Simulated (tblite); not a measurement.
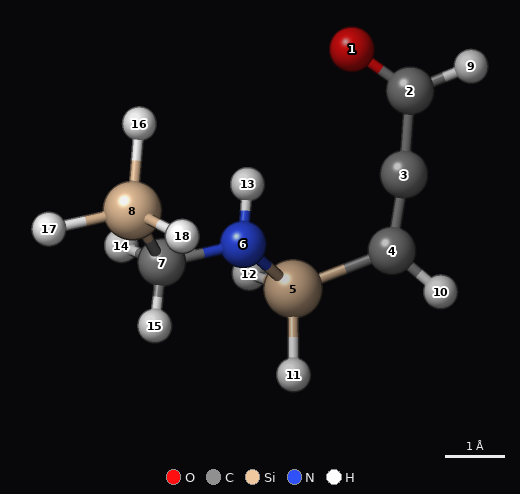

Starting structure of C$_{4}$H$_{10}$NOSi$_{2}$ (multiplicity 2). The picture is a ball-and-stick view, seen at a tilt.

Theory: GFN2-xTB geometry optimisation, gas phase in tblite 0.8.0.

```xyz
18

O     3.0902    0.4281    1.3631
C     3.3709   -0.5873    0.7533
C     2.5537   -1.0568   -0.3180
C     1.7331   -1.4010   -1.2830
Si    0.2782   -0.3939   -1.6354
N    -0.5565   -0.0358   -0.2008
C    -1.8004    0.7374   -0.1311
Si   -2.5337    0.7125    1.6038
H     4.2629   -1.2112    0.9977
H     1.8757   -2.3193   -1.8360
H    -0.6588   -1.1104   -2.5374
H     0.6638    0.8956   -2.2467
H     0.1256    0.3785    0.4517
H    -1.6159    1.7736   -0.4258
H    -2.5477    0.3242   -0.8142
H    -1.5788    1.2746    2.5936
H    -3.7741    1.5383    1.6368
H    -2.8971   -0.6807    2.0166
```

Question: Where does the relaxation end?

Answer: The energy falls by 28.9 kcal/mol in 190 geometry steps. H9 moves most after the best rigid fit: 1.85 Å. Largest moves by element: H 1.85 Å, O 1.13 Å, C 0.71 Å, N 0.61 Å, Si 0.48 Å. Among the contacts that change: C4–Si5 1.804 → 1.928 Å, C2–C3 1.427 → 1.383 Å, C3–C4 1.313 → 1.274 Å, Si8–H18 1.498 → 1.463 Å. Among the angles between lasting bonds that change: C2–C3–C4 175.1° → 161.7°, Si5–N6–H13 107.1° → 118.6°, N6–Si5–H11 107.7° → 118.5°. Groups turn about C4–Si5 by about 40°. Cost: 1.3 s on 1 thread of Arm Neoverse V2, with other jobs on the host.

Step by step:

```json
{"step": "0", "E − E(0), kcal/mol": "0.00"}
{"step": "1", "E − E(0), kcal/mol": "-4.89"}
{"step": "2", "E − E(0), kcal/mol": "-6.31"}
{"step": "3", "E − E(0), kcal/mol": "-7.54"}
{"step": "4", "E − E(0), kcal/mol": "-9.36"}
{"step": "5", "E − E(0), kcal/mol": "-10.30"}
{"step": "6", "E − E(0), kcal/mol": "-12.12"}
{"step": "7", "E − E(0), kcal/mol": "-13.58"}
{"step": "8", "E − E(0), kcal/mol": "-15.95"}
{"step": "9", "E − E(0), kcal/mol": "-18.37"}
{"step": "10", "E − E(0), kcal/mol": "-19.96"}
{"step": "19", "E − E(0), kcal/mol": "-25.07"}
{"step": "29", "E − E(0), kcal/mol": "-27.21"}
{"step": "38", "E − E(0), kcal/mol": "-27.70"}
{"step": "48", "E − E(0), kcal/mol": "-27.84"}
{"step": "57", "E − E(0), kcal/mol": "-27.94"}
{"step": "67", "E − E(0), kcal/mol": "-28.17"}
{"step": "76", "E − E(0), kcal/mol": "-28.33"}
{"step": "86", "E − E(0), kcal/mol": "-28.38"}
{"step": "95", "E − E(0), kcal/mol": "-28.44"}
{"step": "105", "E − E(0), kcal/mol": "-28.50"}
{"step": "114", "E − E(0), kcal/mol": "-28.53"}
{"step": "124", "E − E(0), kcal/mol": "-28.60"}
{"step": "133", "E − E(0), kcal/mol": "-28.63"}
{"step": "143", "E − E(0), kcal/mol": "-28.64"}
{"step": "152", "E − E(0), kcal/mol": "-28.70"}
{"step": "162", "E − E(0), kcal/mol": "-28.81"}
{"step": "171", "E − E(0), kcal/mol": "-28.87"}
{"step": "181", "E − E(0), kcal/mol": "-28.91"}
{"step": "190", "E − E(0), kcal/mol": "-28.92"}
```

The structure at the end:

```xyz
18

O     2.8014   -0.5273    1.9006
C     3.0380   -0.3366    0.7054
C     2.5159   -1.0699   -0.3447
C     1.7142   -1.5102   -1.2312
Si   -0.0279   -0.7226   -1.4783
N    -0.1595    0.4257   -0.2304
C    -1.3307    1.2497    0.0117
Si   -2.4742    0.5369    1.3697
H     3.7443    0.4580    0.3897
H     1.9089   -2.3397   -1.8895
H    -0.9632   -1.8607   -1.4887
H    -0.0601   -0.0294   -2.7704
H     0.3906    0.2959    0.6068
H    -0.9956    2.2551    0.2897
H    -1.8668    1.3485   -0.9331
H    -1.7049    0.4404    2.6093
H    -3.6137    1.4401    1.5301
H    -2.9258   -0.7875    0.9415
```

The end point in the same view:

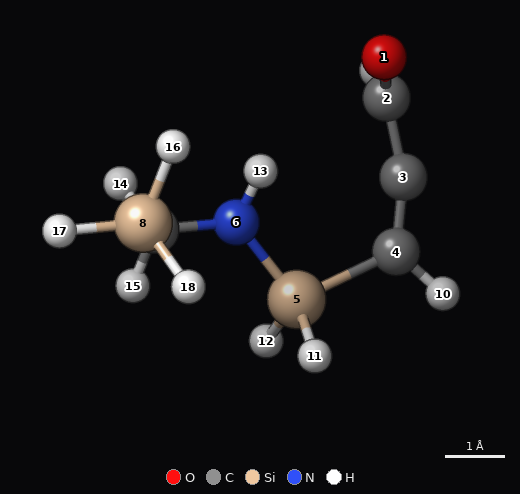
